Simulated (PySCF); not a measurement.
**Si₂H₂: singlet, from a trans-bent X-M-M-X start**

Aim: relax Si₂H₂ as a singlet from a trans-bent X-M-M-X start, check by its vibrations whether the end is a minimum, and collect its spectrum and constants.

Program: PySCF 2.14.0. Level of theory: PBE0, basis Si def2-TZVP, H def2-TZVP, no relativity, density fitting. These are calculated values, not measurements.

## (1) Starting geometry

4 atoms, charge 0, spin multiplicity 1.

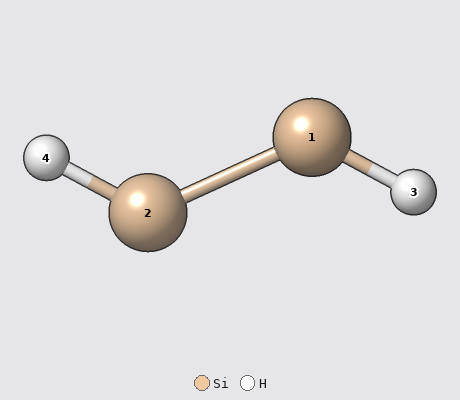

The starting geometry (silicon light orange, hydrogen white); atoms are numbered from 1 in the order of the file.

Z-matrix (Å, degrees; charge 0 multiplicity 1):
```
Si
Si 1 2.3200
H  1 1.4800 2 126.87
H  2 1.4800 1 126.87 3 180.00
```

## (2) The SCF at the typed geometry

One driver script runs all steps and calls PySCF; scf.py shows how it sets up the SCF of each step. The optimiser is the driver's own. After this first run the driver tries any further starts and a stability analysis.

scf.py reads:

```python
from pyscf import gto, scf, dft
mol = gto.M(atom='''
Si     0.000000     0.000000     1.160000
Si     0.000000     0.000000    -1.160000
H      1.184000     0.000000     2.048000
H     -1.184000     0.000000    -2.048000''',
    basis={'Si': 'def2-TZVP', 'H': 'def2-TZVP'},
    charge=0, spin=0)
mf = dft.RKS(mol, xc='PBE0')
mf.grids.atom_grid = (50, 194)
aux = {'Si': 'def2-universal-JKFIT', 'H': 'def2-universal-JKFIT'}
mf = mf.density_fit(auxbasis=aux)
mf.conv_tol = 1e-08
mf.diis_space = 10
mf.max_cycle = 60
mf.init_guess = 'minao'
mf.verbose = 4
mf.kernel()
```

The run is started by

```
OMP_NUM_THREADS=2 python axn.py task.json out
```

Output:

```text
init E= -579.703371677818
  HOMO = -0.188786308341886  LUMO = -0.142045940992947  gap/eV = 1.27187
cycle= 1 E= -579.80967627143  delta_E= -0.106  |g|= 0.157  |ddm|= 1.54
  HOMO = -0.205972638830799  LUMO = -0.135394010032551  gap/eV = 1.92054
cycle= 2 E= -579.813063867176  delta_E= -0.00339  |g|= 0.0894  |ddm|= 0.185
  HOMO = -0.211884506159191  LUMO = -0.133107201092884  gap/eV = 2.14364
cycle= 3 E= -579.814824955951  delta_E= -0.00176  |g|= 0.0151  |ddm|= 0.0748
  HOMO = -0.208687399950815  LUMO = -0.130943466807437  gap/eV = 2.11552
cycle= 4 E= -579.814911557143  delta_E= -8.66e-05  |g|= 0.00534  |ddm|= 0.0244
  HOMO = -0.20945655650406  LUMO = -0.131344099484666  gap/eV = 2.12555
cycle= 5 E= -579.814921601968  delta_E= -1e-05  |g|= 0.000252  |ddm|= 0.00559
  HOMO = -0.209505729908619  LUMO = -0.131393331823531  gap/eV = 2.12555
cycle= 6 E= -579.814921632414  delta_E= -3.04e-08  |g|= 2.93e-05  |ddm|= 0.000458
  HOMO = -0.209497553592874  LUMO = -0.131384258970071  gap/eV = 2.12557
cycle= 7 E= -579.814921633331  delta_E= -9.17e-10  |g|= 6.45e-06  |ddm|= 6.96e-05
  HOMO = -0.209499951732896  LUMO = -0.131385763824831  gap/eV = 2.12560
Extra cycle  E= -579.814921633343  delta_E= -1.25e-11  |g|= 5.03e-06  |ddm|= 1.61e-05
converged SCF energy = -579.814921633343
```

This step, with its further starts and checks, needed 4.7 s of wall time on 2 threads of AMD EPYC 7B13 (Zen 3), shared host.

Energies from each starting density:

| start | energy (Eh) |
| --- | --- |
| the minimal-basis guess | -579.814922 |
| a thermally smeared density | -579.814922 |
| a smeared PBE density | -579.814922 |

The test of internal stability and the other starts found no lower closed-shell solution.

## (3) Relaxation: trans-bent X-M-M-X start, singlet

The program finds C2h symmetry in the start, which this walk keeps. Threshold on the gradient: 0.0003 Eh/bohr, with a further test on the energy change.

scf.py: that of step 2 with these lines changed.

```diff
@@ -4 +4 @@
-Si     0.000000     0.000000    -1.160000
+Si    -0.000000     0.000000    -1.160000
@@ -16 +15,0 @@
-mf.init_guess = 'minao'
```

Steps of the walk:

| step | energy (Eh) | change (kJ/mol) | largest symmetric gradient (Eh/bohr) |
| --- | --- | --- | --- |
| 0 | -579.814922 | 0.00 | 0.05493 |
| 1 | -579.828178 | -34.80 | 0.01759 |
| 2 | -579.828786 | -36.40 | 0.01711 |
| 3 | -579.829367 | -37.93 | 0.00141 |
| 4 | -579.829379 | -37.96 | 0.00025 |
| 5 | -579.829380 | -37.96 | 0.00005 |

The walk took 4.4 s.

Geometry (Å) and forces (eV/Å) at some steps:

```
step 0
Si   0.000   0.000   1.160  -0.616   0.000  -2.825
Si   0.000   0.000  -1.160   0.616   0.000   2.825
H    1.184   0.000   2.048   0.397   0.000   0.081
H   -1.184   0.000  -2.048  -0.397   0.000  -0.081
step 1
Si  -0.036   0.000   1.073   0.080   0.000  -0.904
Si   0.036   0.000  -1.073  -0.080   0.000   0.904
H    1.164   0.000   1.978  -0.082   0.000  -0.094
H   -1.164   0.000  -1.978   0.082   0.000   0.094
step 3
Si  -0.036   0.000   1.045   0.032   0.000  -0.072
Si   0.036   0.000  -1.045  -0.032   0.000   0.072
H    1.151   0.000   1.956  -0.028   0.000  -0.021
H   -1.151   0.000  -1.956   0.028   0.000   0.021
step 5
Si  -0.034   0.000   1.042   0.003   0.000   0.003
Si   0.034   0.000  -1.042  -0.003   0.000  -0.003
H    1.149   0.000   1.954  -0.001   0.000  -0.001
H   -1.149   0.000  -1.954   0.001   0.000   0.001
```

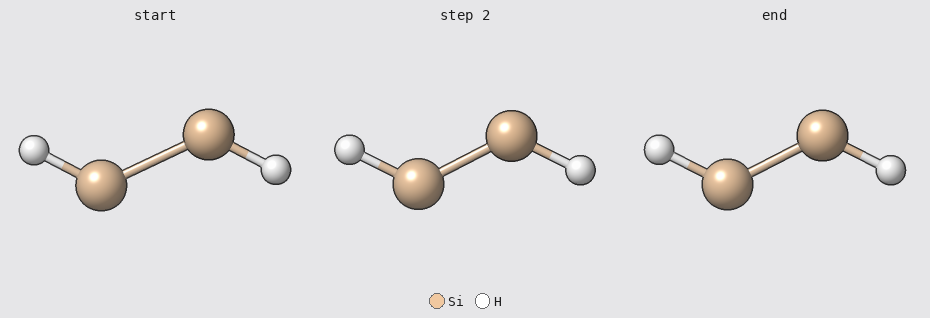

Start and end of the relaxation, with a step between.

It settles in C2h symmetry, 38.0 kJ/mol below the start, after 5 steps: Si–H 1.494 Å (×2), Si–Si 2.086 Å; H–Si–Si 125.7° (×2).

## (4) Is it a minimum? Harmonic modes

On the finer grid the gradient is checked again; gradients at displacements of ±0.02 bohr then give force constants and infrared intensities.

scf.py: that of step 3 with these lines changed.

```diff
@@ -3,4 +3,4 @@
-Si     0.000000     0.000000     1.160000
-Si    -0.000000     0.000000    -1.160000
-H      1.184000     0.000000     2.048000
-H     -1.184000     0.000000    -2.048000''',
+Si    -0.033974     0.000000     1.042438
+Si     0.033974     0.000000    -1.042438
+H      1.149305     0.000000     1.954064
+H     -1.149305     0.000000    -1.954064''',
@@ -10 +10 @@
-mf.grids.atom_grid = (50, 194)
+mf.grids.atom_grid = (75, 302)
@@ -13 +13 @@
-mf.conv_tol = 1e-08
+mf.conv_tol = 1e-10
```

The driver hands on the density of the step before, so the log starts near convergence.

SCF at the final geometry:

```text
init E= -579.829369721962
  HOMO = -0.22084995279306  LUMO = -0.124808102863147  gap/eV = 2.61343
cycle= 1 E= -579.829369720045  delta_E= 1.92e-09  |g|= 6.63e-05  |ddm|= 9.77e-05
  HOMO = -0.220850214793847  LUMO = -0.124808245009511  gap/eV = 2.61344
cycle= 2 E= -579.829369701703  delta_E= 1.83e-08  |g|= 0.000205  |ddm|= 0.000302
  HOMO = -0.220850148201105  LUMO = -0.124808209722357  gap/eV = 2.61343
cycle= 3 E= -579.829369722184  delta_E= -2.05e-08  |g|= 4.12e-07  |ddm|= 0.000228
  HOMO = -0.22085008181438  LUMO = -0.124808173486455  gap/eV = 2.61343
cycle= 4 E= -579.829369722185  delta_E= -7.96e-13  |g|= 3.15e-09  |ddm|= 4.44e-07
  HOMO = -0.22085008146632  LUMO = -0.124808173459305  gap/eV = 2.61343
Extra cycle  E= -579.829369722183  delta_E= 2.16e-12  |g|= 1.98e-09  |ddm|= 5.84e-09
converged SCF energy = -579.829369722183
```

The whole step took 20 s.

Geometry: C2h; Si–H 1.494 Å (×2), Si–Si 2.086 Å; H–Si–Si 125.7° (×2).

Harmonic modes (main isotopes):

```csv
symmetry,ω (cm⁻¹),IR (km/mol)
bu,206,53.7
au,249,45.5
ag,570,0.0
ag,619,0.0
ag,2186,0.0
bu,2191,97.6
```

No imaginary mode, so this is a minimum.

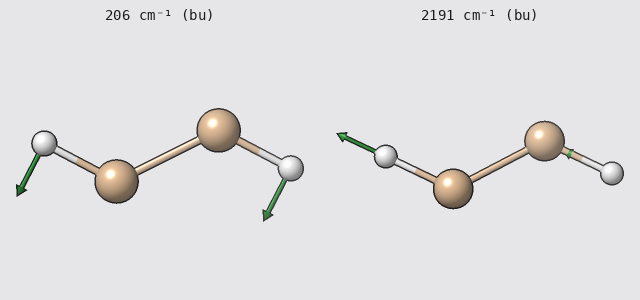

Displacements of 2 of the modes, as arrows (one member where a mode is degenerate).

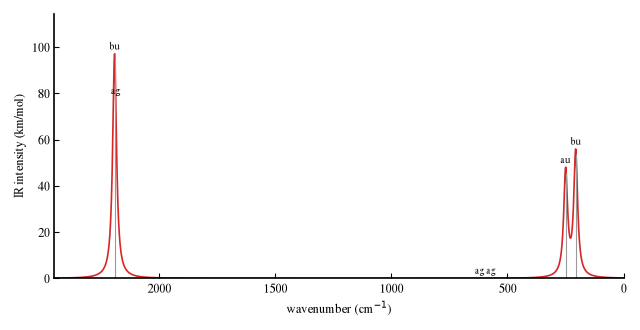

The harmonic infrared spectrum (widths in cm⁻¹). Lines are broadened to a width of 20 cm⁻¹ (Lorentzian).

Constants and moments:

- Dipole moment: 0.00 D
- Highest occupied level: -6.01 eV
- Lowest empty level: -3.40 eV
- Rotational constants: 6.413, 0.2457, 0.2367 cm⁻¹
- Zero-point energy: 36.0 kJ/mol
- Principal polarisabilities: 51.2, 52.5, 105.8 bohr³
- Atomisation energy without zero-point energy: 862 kJ/mol
- Principal traceless quadrupole moments about the centre of mass: -5.15, -2.04, 7.18 D Å
- Entropy at 298.15 K and 1 bar: 261.4 J/(mol K)
- Heat capacity Cp at 298.15 K: 57.1 J/(mol K)
- Enthalpy at 298.15 K above 0 K: 13.50 kJ/mol
- Rotational symmetry number: 2

Charges (e) and bond orders:

```csv
atom,Mulliken,Löwdin,polar tensor,Mayer order to Si1
Si1,-0.04,0.02,-0.03,–
Si2,-0.04,0.02,-0.03,2.48
H3,0.04,-0.02,0.03,0.90
H4,0.04,-0.02,0.03,0.06
```

Mulliken populations on Si1: s 5.52, p 8.41, d 0.10, f 0.01.

## (5) Stability of the closed shell

At the lowest minimum the closed shell is tested against spin polarisation, on the (50, 194) grid. It is unstable: an open-shell solution lies lower. That solution was not followed to a minimum here.

## (6) What came out

| quantity | value |
| --- | --- |
| minimum | singlet, C2h (closed shell, unstable towards spin polarisation) |
| geometry | Si–H 1.494 Å (×2), Si–Si 2.086 Å; H–Si–Si 125.7° (×2) |
| wavenumbers (cm⁻¹) | 206 (bu), 249 (au), 570 (ag), 619 (ag), 2186 (ag), 2191 (bu) |
| dipole moment | 0.00 D |
| highest occupied, lowest empty level | -6.01, -3.40 eV |
| polar-tensor charge of Si1 | -0.03 e |
| zero-point energy | 36.0 kJ/mol |

The trans-bent X-M-M-X start keeps its C2h symmetry and ends in a minimum. The strongest infrared band lies at 2191 cm⁻¹ (bu). Only this shape and spin were tried, so other structures or states may lie lower. The closed shell proved unstable towards spin polarisation, so a lower open-shell solution exists.

The search up to here needed 32 s of wall time on 2 threads of AMD EPYC 7B13 (Zen 3), shared host.
